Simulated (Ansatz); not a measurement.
These are PBE (plane waves to 420 eV, PAW; Ansatz, a first-principles code) values and carry that method's errors.

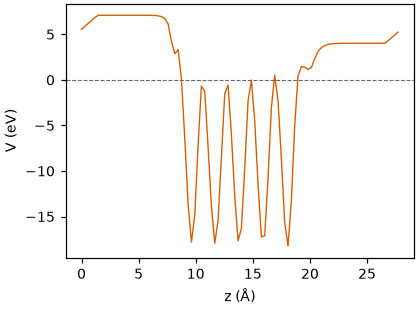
Plane-averaged electrostatic potential energy along the normal, in eV from the highest filled level, for a constructed model of the (111)B surface of zinc-blende BN, N-terminated, 2x2 Al adatom at T4 (bottom of the slab: 3 H on 4 bottom sites)

Slab: 44 atoms, 11.7 Å thick at the start with caps and adatoms (thin: gaps and levels are the slab's own); k 5x5x1, smearing 0.025 eV, dipole-corrected; 8 atoms held, the rest relaxed; start symmetry kept, larger cells not searched; no spin, no spin-orbit, no U. It is one candidate, not shown to be the stable structure of the face.

Task: The surface cell has an area of 22.76 Å². What dipole along the normal does the step between the two vacuum levels imply?

Result: the top vacuum level lies 3.07 eV below the bottom one; p = −ε₀ A ΔV (ε₀ = 0.005526 e/(V·Å)) gives 0.39 e·Å a cell.
